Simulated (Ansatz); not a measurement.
Band structure of K (Im-3m, 1 atom in the cell).

```yaml
crystal:
  lattice:
    - [-2.67058, 2.67058, 2.67058]
    - [2.67058, -2.67058, 2.67058]
    - [2.67058, 2.67058, -2.67058]
  atoms:
    - { symbol: K, position: [0.00000, 0.00000, 0.00000] }
```

Method of the run: PBE (plane waves, PAW; Ansatz, a first-principles code).

Settings: kpoints.mp_grid.grid = 12 12 12; hamiltonian.xc = pbe; hamiltonian.pseudopotentials = {kind: paw} (the program's default PAW files); scf.occupations.method = gaussian; scf.occupations.width = 0.1 eV; kpoints.band_path.npoints = 8.

The starting cell comes from a database of computed structures (which also holds hypothetical and non-ambient phases and stackings), without a prior relaxation at this level. Its lattice was rescaled by a random factor within 2.5 % of one.

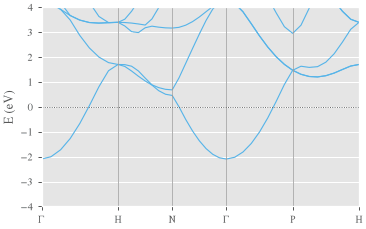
Figure: Bands along the path, energies from the Fermi level.

Levels in eV from the Fermi level, bands 1 to 8:
```csv
point,1,2,3,4,5,6,7,8
Γ,-32.14,-15.59,-15.59,-15.59,-2.09,4.26,4.26,4.26
H,-32.13,-15.63,-15.63,-15.63,1.70,1.70,3.39,3.39
N,-32.14,-15.65,-15.61,-15.59,0.46,0.68,3.16,4.79
P,-32.14,-15.62,-15.62,-15.62,1.47,1.47,1.47,2.95
```

Bands cross the Fermi level along this path, so the cell is metallic at this level.

Keys are those of Ansatz 0.2.
